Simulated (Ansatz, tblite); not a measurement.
# SiH2Me(NEt2) (C5H15NSi): spin states and exact exchange

Aim: set other spin states of SiH2Me(NEt2) (C5H15NSi) against its singlet, on many levels of theory.

Program: Ansatz 0.2.0, Gaussian basis. Level of theory: as each input shows. These are calculated values, not measurements.

Levels to be run: triplet, at the geometry of the singlet (GFN1-xTB, GFN2-xTB, PBE0-D4/def2-TZVP, PBE-D4/def2-TZVP, r2SCAN-D4/def2-TZVP); the singlet's energies come from earlier runs.

5 further runs of the same task are left out: 1 that didn't finish, 4 set aside as unsound or not needed.

### Step 1. The relaxed structure

The geometry is that of the singlet, from an earlier relaxation (PBE-D4/def2-SVP).

22 atoms, charge 0, spin multiplicity 1.

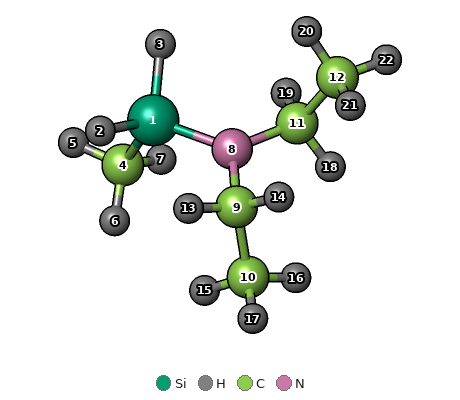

The geometry (silicon teal, hydrogen grey, carbon green, nitrogen pink); atoms are numbered from 1 in the order of the file.

Geometry (Å):

```mol
C5H15NSi
  3D, bonds by distance, orders not assigned

 22 21  0  0  0  0  0  0  0  0999 V2000
    1.0143    1.3191    0.6156 Si  0  0
    1.1885    1.2825    2.1136 H   0  0
    2.3597    1.4205   -0.0613 H   0  0
    0.0102    2.8574    0.1561 C   0  0
    0.5471    3.7818    0.4567 H   0  0
   -0.9786    2.8549    0.6588 H   0  0
   -0.1632    2.9054   -0.9388 H   0  0
    0.3017   -0.2118    0.1510 N   0  0
   -0.6410   -0.9166    1.0122 C   0  0
   -2.1181   -0.5914    0.7508 C   0  0
    0.4595   -0.7270   -1.2066 C   0  0
    1.3404   -1.9785   -1.2923 C   0  0
   -0.3954   -0.6796    2.0703 H   0  0
   -0.4840   -2.0159    0.9130 H   0  0
   -2.3274    0.4831    0.9306 H   0  0
   -2.4068   -0.8178   -0.2962 H   0  0
   -2.7810   -1.1852    1.4139 H   0  0
   -0.5372   -0.9389   -1.6632 H   0  0
    0.9021    0.0701   -1.8430 H   0  0
    2.3620   -1.7624   -0.9193 H   0  0
    0.9286   -2.8093   -0.6836 H   0  0
    1.4186   -2.3404   -2.3384 H   0  0
  1  2  8  0
  1  3  8  0
  1  4  8  0
  1  8  8  0
  4  5  8  0
  4  6  8  0
  4  7  8  0
  8  9  8  0
  8 11  8  0
  9 10  8  0
  9 13  8  0
  9 14  8  0
 10 15  8  0
 10 16  8  0
 10 17  8  0
 11 12  8  0
 11 18  8  0
 11 19  8  0
 12 20  8  0
 12 21  8  0
 12 22  8  0
M  END
```

### Step 2. Triplet at the fixed geometry, GFN1-xTB

Tight binding, by tblite at 300 K electronic temperature and without a spin-polarisation term:

```python
tblite.interface.Calculator('GFN1-xTB', numbers, positions, charge=0, uhf=2).singlepoint()
```

Energy -639.7183 eV; 0.087 s.

### Step 3. Triplet at the fixed geometry, GFN2-xTB

Tight binding, by tblite at 300 K electronic temperature and without a spin-polarisation term:

```python
tblite.interface.Calculator('GFN2-xTB', numbers, positions, charge=0, uhf=2).singlepoint()
```

Energy -620.6634 eV; 0.045 s.

### Step 4. Triplet at the fixed geometry, PBE0-D4/def2-TZVP

in.yaml

```yaml
crystal:
  periodic: [false, false, false]
  atoms:
    - {symbol: Si, position_ang: [1.014308, 1.319072, 0.615622]}
    - {symbol: H, position_ang: [1.188456, 1.282455, 2.113558]}
    - {symbol: H, position_ang: [2.359655, 1.420512, -0.061282]}
    - {symbol: C, position_ang: [0.010188, 2.857414, 0.156089]}
    - {symbol: H, position_ang: [0.547108, 3.781814, 0.456732]}
    - {symbol: H, position_ang: [-0.978621, 2.854915, 0.658841]}
    - {symbol: H, position_ang: [-0.163164, 2.905425, -0.938775]}
    - {symbol: N, position_ang: [0.301746, -0.211800, 0.151033]}
    - {symbol: C, position_ang: [-0.641011, -0.916594, 1.012212]}
    - {symbol: C, position_ang: [-2.118063, -0.591356, 0.750822]}
    - {symbol: C, position_ang: [0.459472, -0.727027, -1.206618]}
    - {symbol: C, position_ang: [1.340443, -1.978473, -1.292271]}
    - {symbol: H, position_ang: [-0.395411, -0.679571, 2.070308]}
    - {symbol: H, position_ang: [-0.484011, -2.015931, 0.912980]}
    - {symbol: H, position_ang: [-2.327380, 0.483136, 0.930589]}
    - {symbol: H, position_ang: [-2.406796, -0.817824, -0.296248]}
    - {symbol: H, position_ang: [-2.781005, -1.185229, 1.413895]}
    - {symbol: H, position_ang: [-0.537158, -0.938886, -1.663212]}
    - {symbol: H, position_ang: [0.902149, 0.070083, -1.842956]}
    - {symbol: H, position_ang: [2.361950, -1.762414, -0.919328]}
    - {symbol: H, position_ang: [0.928558, -2.809315, -0.683571]}
    - {symbol: H, position_ang: [1.418587, -2.340406, -2.338410]}
basis:
  gaussian: {orbitals: def2-TZVP}
magnetization: {spin_polarized: true, initial_magnetization: 2}
hamiltonian: {xc: pbe0, dispersion: d4}
scf: {omitted_lower_state_checks: [starts]}
output: {orbitals: {seedname: orbitals}}
```

The run is started by

```
ansatz run in.yaml --threads 4 --pin off --events-out ev --progress --plain --max-ram 4787MiB
```

Log:

```text
Functional definition: PBE0
  name "PBE0"
  cite "Adamo & Barone, J. Chem. Phys. 110, 6158 (1999) doi:10.1063/1.478522"
  cite "Perdew, Burke & Ernzerhof, Phys. Rev. Lett. 77, 3865 (1996) doi:10.1103/PhysRevLett.77.3865"
  parent pbe
  parameter a = 0.25
  parameter kappa = 0.804
  parameter beta = 0.06672455060314922
  exchange = (1 - a)*pbe_x(kappa = kappa, mu = beta*pi^2/3) + a*exact_x
  correlation = pbe_c(beta = beta)
these checks for a lower state are left out or cut short: starts
1983 factors; their error is unknown
mean field evaluation 1: about -14769.2478 eV, gradient 5.5e1 eV
mean field evaluation 2: about -14762.9368 eV, gradient 6.3e1 eV
mean field evaluation 4: about -14783.4755 eV, gradient 5.2e0 eV
mean field evaluation 8: about -14783.6018 eV, gradient 2.0e-1 eV
mean field evaluation 16: about -14783.6096 eV, gradient 9.2e-3 eV
mean field evaluation 32: about -14783.6096 eV, gradient 2.1e-5 eV
mean field -14783.60956342 eV, -543.2876307653 hartree, gradient 2.1e-5 eV, S^2 2.007095; 0 other end points of the search recorded, 0 dependent functions left out
reference -14783.60961162 eV, -543.2876325365 hartree; 34, 32 occupied and 279, 281 virtual orbitals, 1983 factors
Total energy: -14784.05358101 eV, -543.3039481108 hartree
Checks for a lower state left out: starts
```

It took 66 s on 4 threads of Intel Xeon at 2.50GHz, shared host; peak memory 1.3 GiB.

From the report: HOMO -0.87 eV, LUMO -4.77 eV (over both spins; with the spin held, an empty level of the minority spin lies below the top filled one); ⟨S²⟩ 2.007 (pure: 2.00).

### Step 5. Triplet at the fixed geometry, PBE-D4/def2-TZVP

start.molden holds the orbitals of an earlier run on this state, given as this run's starting guess.

Changes to in.yaml since step 4:

```diff
@@ -26,5 +26,5 @@
 basis:
-  gaussian: {orbitals: def2-TZVP}
+  gaussian: {orbitals: def2-TZVP, initial_orbitals: start.molden}
 magnetization: {spin_polarized: true, initial_magnetization: 2}
-hamiltonian: {xc: pbe0, dispersion: d4}
+hamiltonian: {xc: pbe, dispersion: d4}
 scf: {omitted_lower_state_checks: [starts]}
```

Same command.

Log:

```text
Functional definition: PBE
  name "PBE"
  cite "Perdew, Burke & Ernzerhof, Phys. Rev. Lett. 77, 3865 (1996) doi:10.1103/PhysRevLett.77.3865"
  parent pbe
  parameter kappa = 0.804
  parameter beta = 0.06672455060314922
  exchange = pbe_x(kappa = kappa, mu = beta*pi^2/3)
  correlation = pbe_c(beta = beta)
these checks for a lower state are left out or cut short: starts
1967 factors; their error is unknown
mean field evaluation 1: about -14781.8479 eV, gradient 8.3e0 eV
mean field evaluation 2: about -14782.0402 eV, gradient 2.8e-1 eV
mean field evaluation 4: about -14781.9721 eV, gradient 2.3e-2 eV
mean field evaluation 8: about -14781.9721 eV, gradient 1.5e-4 eV
mean field -14781.97212688 eV, -543.2274560823 hartree, gradient 8.1e-6 eV, S^2 2.003683; 0 other end points of the search recorded, 0 dependent functions left out
reference -14781.97219010 eV, -543.2274584056 hartree; 34, 32 occupied and 279, 281 virtual orbitals, 1967 factors
Total energy: -14782.48995026 eV, -543.2464857404 hartree
Checks for a lower state left out: starts
```

Wall time 35 s (4 threads of Intel Xeon at 2.50GHz, shared host).

Report: HOMO -0.56 eV, LUMO -5.82 eV (over both spins; with the spin held, an empty level of the minority spin lies below the top filled one); ⟨S²⟩ 2.004 (pure: 2.00).

### Step 6. Triplet at the fixed geometry, r2SCAN-D4/def2-TZVP

Changes to in.yaml since step 5:

```diff
@@ -28,3 +28,3 @@
 magnetization: {spin_polarized: true, initial_magnetization: 2}
-hamiltonian: {xc: pbe, dispersion: d4}
+hamiltonian: {xc: r2scan, dispersion: d4}
 scf: {omitted_lower_state_checks: [starts]}
```

Same command.

Log:

```text
Functional definition: r2SCAN
  name "r2SCAN"
  cite "Furness, Kaplan, Ning, Perdew & Sun, J. Phys. Chem. Lett. 11, 8208 (2020) doi:10.1021/acs.jpclett.0c02405"
  cite "Furness, Kaplan, Ning, Perdew & Sun, J. Phys. Chem. Lett. 11, 9248 (2020) doi:10.1021/acs.jpclett.0c03077"
  parent r2scan
  parameter k0 = 0.174
  parameter k1 = 0.065
  parameter a1 = 4.9479
  exchange = r2scan_x(k0 = k0, k1 = k1, a1 = a1)
  correlation = r2scan_c
these checks for a lower state are left out or cut short: starts
1967 factors; their error is unknown
mean field evaluation 1: about -14790.5443 eV, gradient 5.0e0 eV
mean field evaluation 2: about -14790.6188 eV, gradient 1.1e-1 eV
mean field evaluation 4: about -14790.5562 eV, gradient 9.5e-3 eV
mean field evaluation 8: about -14790.5562 eV, gradient 2.1e-5 eV
mean field -14790.55623189 eV, -543.5429161228 hartree, gradient 2.3e-5 eV, S^2 2.009972; 0 other end points of the search recorded, 0 dependent functions left out
reference -14790.55625319 eV, -543.5429169057 hartree; 34, 32 occupied and 279, 281 virtual orbitals, 1967 factors
Total energy: -14790.70224703 eV, -543.5482820803 hartree
Checks for a lower state left out: starts
```

Run time: 56 s. Hardware: 4 threads of Intel Xeon at 2.50GHz, shared host; peak memory 0.75 GiB.

Report: HOMO -0.44 eV, LUMO -5.44 eV (over both spins; with the spin held, an empty level of the minority spin lies below the top filled one); ⟨S²⟩ 2.010 (pure: 2.00).

### Step 7. Triplet less singlet, vertical

The singlet's energies are those of its earlier runs, whose logs aren't repeated here.

| level | triplet less singlet, vertical (kcal/mol) | time |
| --- | --- | --- |
| GFN1-xTB | +146.9 | 0.14 s |
| GFN2-xTB | +132.7 | 0.085 s |
| PBE-D4/def2-TZVP | +118.3 | 54 s |
| r2SCAN-D4/def2-TZVP | +123.4 | 78 s |
| PBE0-D4/def2-TZVP | +127.0 | 85 s |

Times add the two runs; a level without a time comes out of a correlated run. Tight binding without a spin term can't rank spin states.

### Step 8. Outcome

```
                                                quantity                                         value
triplet less singlet, vertical, functionals in def2-TZVP  +118.3 (PBE-D4) to +127.0 kcal/mol (PBE0-D4)
```

What this shows: All functionals put the triplet above the singlet, over a spread of 8.7 kcal/mol. The checks for a lower triplet were left out, so another state of that spin may lie lower. These are electronic energies, without zero-point motion, entropy or surroundings.
